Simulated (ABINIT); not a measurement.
## Converging GW for CdS (Hawleyite) in ABINIT

Aim: raise bands and screening cutoff together for CdS (Hawleyite) and follow gap and time.

Method: LDA and many-body steps on it, plane waves, in ABINIT 10.8.3.

### Step 1. The structure

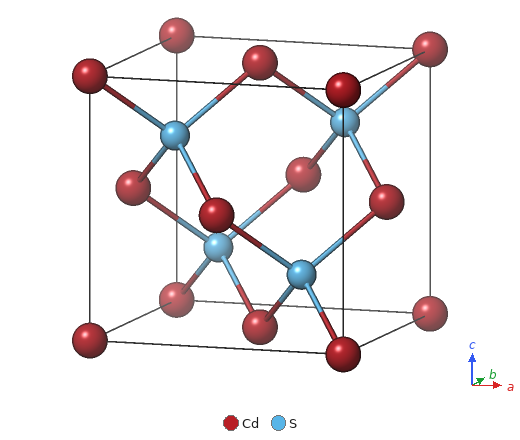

Start, viewed slightly off an axis; cadmium red, sulfur blue. This picture shows the conventional cell, with its axes. Bonds to atoms that aren't drawn are left out. Some periodic images of atoms are drawn too.

The cell and positions come from the Crystallography Open Database and are kept as given unless a step says otherwise.

### Step 2. Empty states on the mesh, 4×4×4 mesh, 589 bands

This step: ABINIT 10.8.3; DFT, LDA, plane waves, norm-conserving pseudopotentials.

The sums over transitions need many empty states on a uniform mesh; this step solves for them.

Input file run.abi:

```
acell 3*1.0 Angstrom
rprim 
  -0.000000000000 2.916500000000 2.916500000000
  2.916500000000 -0.000000000000 2.916500000000
  2.916500000000 2.916500000000 -0.000000000000
ntypat 2
znucl 48 16
natom 2
typat 1 2
xred 
  0.000000000000 0.000000000000 0.000000000000
  0.250000000000 0.250000000000 0.250000000000
pp_dirpath "pseudos"
pseudos "Cd.upf, S.upf"
ecut 47
ngkpt 4 4 4
nshiftk 1
shiftk 0 0 0
kptopt 1
chksymbreak 0
iscf -2
irdden 1
istwfk *1
nband 589
nbdbuf 52
tolwfr 1e-09
nstep 60
prtvol 0
indata_prefix "in"
outdata_prefix "out"
tmpdata_prefix "tmp"
```

The run is started by

```
$ OMP_NUM_THREADS=1 mpirun -n 4 abinit run.abi > log
```

Numbers of over 12 decimals in the logs are rounded to 6 here.

The log of the run:

```text
.Version 10.8.3 of ABINIT. v10.8.2 released Aug 2026.

 Symmetries : space group F-4 3 m (#216); Bravais cF (face-center cubic)
[... echo of the input left out ...]
== DATASET  1 ==================================================================
-   mpi_nproc: 4, omp_nthreads: 1 (-1 if OMP is not activated)

--- !DatasetInfo
iteration_state: {dtset: 1, }
dimensions: {natom: 2, nkpt: 8, mband: 589, nsppol: 1, nspinor: 1, nspden: 1, mpw: 5180, }
cutoff_energies: {ecut:  47.0, pawecutdg:  -1.0, }
[...]
10.58028   10.58030   10.64951   10.64970   10.64989   10.67015   10.73139   10.73411
  10.74443   10.74685   10.75040   10.76282   10.76591   10.77386   10.77973   10.78422
  10.79440   10.80475   10.82578   10.83300   10.83843
 prteigrs : prtvol=0 or 1, do not print more k-points.

== END DATASET(S) ==============================================================
================================================================================

 -outvars: echo values of variables after computation  --------
            nband         589
             nkpt           8
          spgroup         216
 [... the other variables as echoed above ...]

 Calculation completed.
```

It took 9.5 min on 4 MPI ranks of Arm Neoverse V2, shared host; peak memory 0.76 GiB.

This step gave:

- gap: 0.8602 eV
- k of the valence top: 0, 0, 0
- k of the conduction bottom: 0, 0, 0
- least direct gap: 0.8602 eV
- k points computed: 8
- lowest point of the top converged band, above the valence top: 266.9592 eV

On this mesh the gap is 0.860 eV.

The density comes from a self-consistent run that is not shown.

### Step 3. Screening, 4×4×4 mesh, 78 bands, screening to 149.7 eV

The RPA dielectric matrix is built and inverted for each q.

This step: RPA screening on LDA, plane waves, norm-conserving pseudopotentials.

Changes to run.abi since step 2:

```diff
@@ -20,10 +20,11 @@
 chksymbreak 0
-iscf -2
-irdden 1
 istwfk *1
-nband 589
-nbdbuf 52
-tolwfr 1e-09
-nstep 60
-prtvol 0
+occopt 1
+irdwfk 1
+optdriver 3
+nband 78
+ecuteps 5.5
+inclvkb 2
+awtr 1
+symchi 1
 indata_prefix "in"
```

The log of the run:

```text
.Version 10.8.3 of ABINIT. v10.8.2 released Aug 2026.

 Symmetries : space group F-4 3 m (#216); Bravais cF (face-center cubic)
[... echo of the input left out ...]
== DATASET  1 ==================================================================
-   mpi_nproc: 4, omp_nthreads: 1 (-1 if OMP is not activated)

--- !DatasetInfo
iteration_state: {dtset: 1, }
dimensions: {natom: 2, nkpt: 8, mband: 78, nsppol: 1, nspinor: 1, nspden: 1, mpw: 5180, }
cutoff_energies: {ecut:  47.0, pawecutdg:  -1.0, }
electrons: {nelect:   2.60000000E+01, charge:   0.00000000E+00, occopt:   1.00000000E+00, tsmear:   1.00000000E-02, }

 SCREENING: Calculation of the susceptibility and dielectric matrices

 Based on a program developped by R.W. Godby, V. Olevano, G. Onida, and L. Reining.
 Incorporated in ABINIT by V. Olevano, G.-M. Rignanese, and M. Torrent.
.Using double precision arithmetic ; gwpc =  8

[... cell and pseudopotentials left out ...]
--------------------------------------------------------------------------------

 ==== K-mesh for the wavefunctions ====
 Number of points in the irreducible wedge :     8
[... list of points left out ...]
 Together with 24 symmetry operations and time-reversal symmetry
 yields    64 points in the full Brillouin Zone.

 ==== Q-mesh for the screening function ====
 Number of points in the irreducible wedge :     8
[... list of points left out ...]
 Together with 24 symmetry operations and time-reversal symmetry
 yields    64 points in the full Brillouin Zone.

 setmesh: FFT mesh size selected  =    36x   36x   36
          total number of points  =        46656

 vcoul_init : cutoff-mode = AUXILIARY_FUNCTION
 q-points for optical limit:   1
     1)      0.000010    0.000020    0.000030

- screening: taking advantage of time-reversal symmetry
- Maximum band index for partially occupied states nbvw = 13
- Remaining bands to be divided among processors   nbcw = 65
- Number of bands treated by each node ~16

 Number of electrons calculated from density =   26.0000; Expected =   26.0000
 average of density, n =  0.077653
 r_s =    1.4541
 omega_plasma =   26.8804 [eV]

 calculating chi0 at frequencies [eV] :
  1    0.000000E+00    0.000000E+00
  2    0.000000E+00    2.688042E+01

--------------------------------------------------------------------------------
  q-point number  1        q = ( 0.000000, 0.000000, 0.000000) [r.l.u.]
--------------------------------------------------------------------------------
[... chi0 elements left out ...]
 For q-point:  0.000010 0.000020 0.000030
  dielectric constant =  18.5006
  dielectric constant without local fields =  19.3494

  Average fulfillment of the sum rule on Im[epsilon] for q-point    1 :     52.96  [%]
[... wings left out ...]
  q-point number  2        q = ( 0.250000, 0.000000, 0.000000) [r.l.u.]
--------------------------------------------------------------------------------
[... chi0 elements left out ...]
  Average fulfillment of the sum rule on Im[epsilon] for q-point    2 :     67.31  [%]

 [... 6 further q-points ...]
```

Elapsed: 28 s, on 4 MPI ranks; peak memory 1.1 GiB; 1.9 min of CPU time.

Numbers from this step:

```
ε∞ with local fields, on this mesh, along the program's q direction : 18.50
the same without local fields                                       : 19.35
plasma frequency                                                    : 26.88 eV
plane waves in the screening matrix                                 : 181
```

Local fields lower ε∞ by 4 %. On a Γ-centred mesh this coarse the value itself is usually too large, while a short band sum pulls it down.

### Step 4. 78 bands, 149.7 eV

The self-energy is evaluated for the states that the input lists, and the levels follow from it, in one-shot runs by the linearised quasiparticle equation.

This step: G0W0 on LDA, plane waves, norm-conserving pseudopotentials.

Changes to run.abi since step 3:

```diff
@@ -23,8 +23,19 @@
 irdwfk 1
-optdriver 3
+optdriver 4
 nband 78
+gwcalctyp 0
+ecutsigx 47
+symsigma 1
+nkptgw 3
+kptgw 
+  0.0000000000 0.0000000000 0.0000000000
+  0.5000000000 0.0000000000 0.0000000000
+  0.5000000000 0.5000000000 0.0000000000
+bdgw 
+  11 17
+  12 16
+  12 15
 ecuteps 5.5
-inclvkb 2
-awtr 1
-symchi 1
+irdscr 1
+ppmodel 1
 indata_prefix "in"
```

The log of the run:

```text
.Version 10.8.3 of ABINIT. v10.8.2 released Aug 2026.

 Symmetries : space group F-4 3 m (#216); Bravais cF (face-center cubic)
[... echo of the input left out ...]
== DATASET  1 ==================================================================
-   mpi_nproc: 4, omp_nthreads: 1 (-1 if OMP is not activated)

--- !DatasetInfo
iteration_state: {dtset: 1, }
dimensions: {natom: 2, nkpt: 8, mband: 78, nsppol: 1, nspinor: 1, nspden: 1, mpw: 5180, }
cutoff_energies: {ecut:  47.0, pawecutdg:  -1.0, }
electrons: {nelect:   2.60000000E+01, charge:   0.00000000E+00, occopt:   1.00000000E+00, tsmear:   1.00000000E-02, }

 SIGMA: Calculation of the GW corrections

 Based on a program developped by R.W. Godby, V. Olevano, G. Onida, and L. Reining.
 Incorporated in ABINIT by V. Olevano, G.-M. Rignanese, and M. Torrent.
.Using double precision arithmetic ; gwpc =  8

[... cell and pseudopotentials left out ...]
--------------------------------------------------------------------------------

 ==== K-mesh for the wavefunctions ====
 Number of points in the irreducible wedge :     8
[... list of points left out ...]
 Together with 24 symmetry operations and time-reversal symmetry
 yields    64 points in the full Brillouin Zone.

 ==== Q-mesh for screening function ====
 Number of points in the irreducible wedge :     8
[... list of points left out ...]
 Together with 24 symmetry operations and time-reversal symmetry
 yields    64 points in the full Brillouin Zone.

 vcoul_init : cutoff-mode = AUXILIARY_FUNCTION
 q-points for optical limit:   1
     1)      0.000010    0.000020    0.000030
 setmesh: FFT mesh size selected  =    50x   50x   50
          total number of points  =       125000

 Number of electrons calculated from density =   26.0000; Expected =   26.0000
 average of density, n =  0.077653
 r_s =    1.4541
 omega_plasma =   26.8804 [eV]

 === KS Band Gaps ===
  >>>> For spin  1
   Minimum direct gap =   0.8603 [eV], located at k-point      :   0.0000  0.0000  0.0000
   Fundamental gap    =   0.8603 [eV], Top of valence bands at :   0.0000  0.0000  0.0000
                                       Bottom of conduction at :   0.0000  0.0000  0.0000
 SIGMA fundamental parameters:
 PLASMON POLE MODEL  1
 number of plane-waves for SigmaX                 5065
 number of plane-waves for SigmaC and W            181
 number of plane-waves for wavefunctions          5065
 number of bands                                    78
 number of independent spin polarizations            1
 number of spinorial components                      1
 number of k-points in IBZ                           8
 number of q-points in IBZ                           8
 number of symmetry operations                      24
 number of k-points in BZ                           64
 number of q-points in BZ                           64
 number of frequencies for dSigma/dE                 9
 frequency step for dSigma/dE [eV]                0.25
 number of omega for Sigma on real axis              0
 max omega for Sigma on real axis  [eV]           0.00
 zcut for avoiding poles [eV]                     0.10

 EPSILON^-1 parameters (SCR file):
 dimension of the eps^-1 matrix on file            181
 dimension of the eps^-1 matrix used               181
 number of plane-waves for wavefunctions          5065
 number of bands                                    78
 number of q-points in IBZ                           8
 number of frequencies                               2
 number of real frequencies                          1
 number of imag frequencies                          1

 matrix elements of self-energy operator (all in [eV])

 Perturbative Calculation

--- !SelfEnergy_ee
iteration_state: {dtset: 1, }
kpoint     : [   0.000,    0.000,    0.000, ]
spin       : 1
KS_gap     :    0.860
QP_gap     :    2.017
Delta_QP_KS:    1.157
data: !SigmaeeData |
     Band     E0 <VxcDFT>   SigX SigC(E0)      Z dSigC/dE  Sig(E)    E-E0       E
       11   4.103 -15.269 -18.337   2.309   0.778  -0.286 -15.859  -0.590   3.513
       12   4.103 -15.269 -18.337   2.309   0.778  -0.286 -15.859  -0.590   3.513
       13   4.103 -15.269 -18.337   2.309   0.778  -0.286 -15.859  -0.590   3.513
       14   4.963 -11.104  -6.830  -3.573   0.808  -0.238 -10.537   0.566   5.530
       15  10.438 -11.032  -5.847  -4.206   0.806  -0.241 -10.244   0.788  11.226
       16  10.438 -11.032  -5.847  -4.206   0.806  -0.241 -10.244   0.788  11.226
[...]
--- !SelfEnergy_ee
iteration_state: {dtset: 1, }
kpoint     : [   0.500,    0.000,    0.000, ]
spin       : 1
KS_gap     :    3.528
QP_gap     :    4.846
Delta_QP_KS:    1.319
data: !SigmaeeData |
     Band     E0 <VxcDFT>   SigX SigC(E0)      Z dSigC/dE  Sig(E)    E-E0       E
[...]
--- !SelfEnergy_ee
iteration_state: {dtset: 1, }
kpoint     : [   0.500,    0.500,    0.000, ]
spin       : 1
KS_gap     :    5.233
QP_gap     :    6.290
Delta_QP_KS:    1.057
data: !SigmaeeData |
     Band     E0 <VxcDFT>   SigX SigC(E0)      Z dSigC/dE  Sig(E)    E-E0       E
[...]
13   2.182 -12.935 -16.386   2.604   0.773  -0.293 -13.589  -0.654   1.528
       14   7.415  -9.786  -5.664  -3.631   0.819  -0.221  -9.384   0.403   7.818
       15   8.253 -12.239  -7.445  -3.870   0.805  -0.242 -11.495   0.744   8.997

== END DATASET(S) ==============================================================
================================================================================

 -outvars: echo values of variables after computation  --------
           etotal      0.0000000000E+00
            nband          78
             nkpt           8
          spgroup         216
 [... the other variables as echoed above ...]

 Calculation completed.
```

Wall time 9.1 s (4 MPI ranks); peak memory 0.97 GiB.

This step gave:

| Property | Result |
| --- | --- |
| G0W0 gap on the points computed | 2.017 eV |
| starting gap on the mesh | 0.8602 eV |
| k of the valence top | 0, 0, 0 |
| k of the conduction bottom | 0, 0, 0 |
| Z at the valence top | 0.778 |
| Z at the conduction bottom | 0.808 |
| least direct G0W0 gap on the computed points | 2.017 eV |

The gap on the mesh goes from 0.86 eV to 2.02 eV, a correction of +1.16 eV.

### Step 5. Screening, 4×4×4 mesh, 117 bands, screening to 203.5 eV

This step: RPA screening on LDA, plane waves, norm-conserving pseudopotentials.

Changes to run.abi since step 4:

```diff
@@ -23,19 +23,8 @@
 irdwfk 1
-optdriver 4
-nband 78
-gwcalctyp 0
-ecutsigx 47
-symsigma 1
-nkptgw 3
-kptgw 
-  0.0000000000 0.0000000000 0.0000000000
-  0.5000000000 0.0000000000 0.0000000000
-  0.5000000000 0.5000000000 0.0000000000
-bdgw 
-  11 17
-  12 16
-  12 15
-ecuteps 5.5
-irdscr 1
-ppmodel 1
+optdriver 3
+nband 117
+ecuteps 7.48
+inclvkb 2
+awtr 1
+symchi 1
 indata_prefix "in"
```

The log of the run:

```text
.Version 10.8.3 of ABINIT. v10.8.2 released Aug 2026.

 Symmetries : space group F-4 3 m (#216); Bravais cF (face-center cubic)
[... echo of the input left out ...]
== DATASET  1 ==================================================================
-   mpi_nproc: 4, omp_nthreads: 1 (-1 if OMP is not activated)

--- !DatasetInfo
iteration_state: {dtset: 1, }
dimensions: {natom: 2, nkpt: 8, mband: 117, nsppol: 1, nspinor: 1, nspden: 1, mpw: 5180, }
cutoff_energies: {ecut:  47.0, pawecutdg:  -1.0, }
electrons: {nelect:   2.60000000E+01, charge:   0.00000000E+00, occopt:   1.00000000E+00, tsmear:   1.00000000E-02, }

 SCREENING: Calculation of the susceptibility and dielectric matrices

 Based on a program developped by R.W. Godby, V. Olevano, G. Onida, and L. Reining.
 Incorporated in ABINIT by V. Olevano, G.-M. Rignanese, and M. Torrent.
.Using double precision arithmetic ; gwpc =  8

[... cell and pseudopotentials left out ...]
--------------------------------------------------------------------------------

 ==== K-mesh for the wavefunctions ====
 Number of points in the irreducible wedge :     8
[... list of points left out ...]
 Together with 24 symmetry operations and time-reversal symmetry
 yields    64 points in the full Brillouin Zone.

 ==== Q-mesh for the screening function ====
 Number of points in the irreducible wedge :     8
[... list of points left out ...]
 Together with 24 symmetry operations and time-reversal symmetry
 yields    64 points in the full Brillouin Zone.

 setmesh: FFT mesh size selected  =    36x   36x   36
          total number of points  =        46656

 vcoul_init : cutoff-mode = AUXILIARY_FUNCTION
 q-points for optical limit:   1
     1)      0.000010    0.000020    0.000030

- screening: taking advantage of time-reversal symmetry
- Maximum band index for partially occupied states nbvw = 13
- Remaining bands to be divided among processors   nbcw = 104
- Number of bands treated by each node ~26

 Number of electrons calculated from density =   26.0000; Expected =   26.0000
 average of density, n =  0.077653
 r_s =    1.4541
 omega_plasma =   26.8804 [eV]

 calculating chi0 at frequencies [eV] :
  1    0.000000E+00    0.000000E+00
  2    0.000000E+00    2.688042E+01

--------------------------------------------------------------------------------
  q-point number  1        q = ( 0.000000, 0.000000, 0.000000) [r.l.u.]
--------------------------------------------------------------------------------
[... chi0 elements left out ...]
 For q-point:  0.000010 0.000020 0.000030
  dielectric constant =  18.5013
  dielectric constant without local fields =  19.3597

  Average fulfillment of the sum rule on Im[epsilon] for q-point    1 :     66.02  [%]
[... wings left out ...]
  q-point number  2        q = ( 0.250000, 0.000000, 0.000000) [r.l.u.]
--------------------------------------------------------------------------------
[... chi0 elements left out ...]
  Average fulfillment of the sum rule on Im[epsilon] for q-point    2 :     77.96  [%]

 [... 6 further q-points ...]
```

The job ended after 53 s (4 MPI ranks; peak memory 1.4 GiB).

This step gave:

- ε∞ with local fields, on this mesh, along the program's q direction: 18.50
- the same without local fields: 19.36
- plasma frequency: 26.88 eV
- plane waves in the screening matrix: 331

(Continued in part 2 of 2.)

[Paths, hosts, dates, memory and timing lines, banners, echoed tables and standing remarks are left out of the program output.]

[Logs are printed without paths, hosts, clocks, repeated set-up lines and the standing remarks that a program may print on its own settings, such as how far it seeks lower states.]

[Runs of the session that timed out or met a known fault of the program may be left out.]

[Hosts, paths, dates, database ids (printed as entryN), source tags and the programs' standing remarks are cut or masked in the printed files.]

[G0W0 gaps are taken among the corrected bands and points alone; a level outside them can change the order at an edge.]

[Where Ansatz stands beside ABINIT at settings called matched, ABINIT's density can come from a denser mesh and the files from another edition; pairs whose starting gaps differed by over 0.03 eV were left out, so agreement reads better than it is.]
